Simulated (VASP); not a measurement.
Band structure of NaCl (relaxed from the zinc blende structure, space group F-43m). Method: PBEsol GGA, VASP's PBE PAW potentials (set 64) (plane waves; VASP).

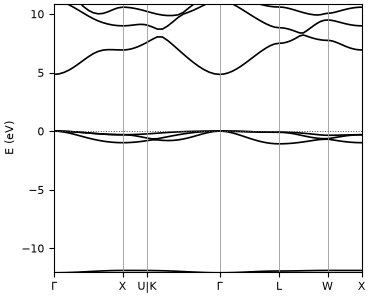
Fig. 1. Bands along high-symmetry lines, zero at the valence-band maximum or, without a gap, the Fermi level

Question: Read the plot: is there a gap, and where are the band edges?

Answer: The gap is direct, 4.84 eV, from the valence maximum at Γ to the conduction minimum at Γ. (Edges off the drawn lines would not show.)

The structure was generated: NaCl was put into the zinc blende type (F-43m), which need not be its known phase. It was relaxed first.
